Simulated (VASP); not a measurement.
Band structure of KF (rock salt). All values below come from rev-vdW-DF2, VASP's PBE PAW potentials (set 64) (plane waves; VASP).

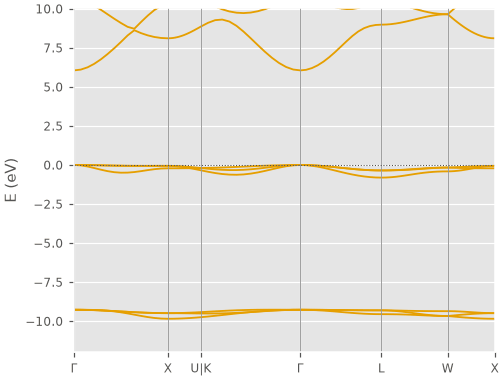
Fig. 1. Bands along high-symmetry lines, zero at the valence-band maximum or, without a gap, the Fermi level

Problem. Read the plot: is there a gap, and where are the band edges?

Solution. The gap is direct, 6.06 eV, from the valence maximum at Γ to the conduction minimum at Γ. (Edges off the drawn lines would not show.)

Measured: gap 10.90 eV (computed value off by -4.84 eV), as given by David Koller et al., Journal of Physics Condensed Matter (2013), arXiv:1304.4470.

The compound is KF in the rock salt structure. It was relaxed first.
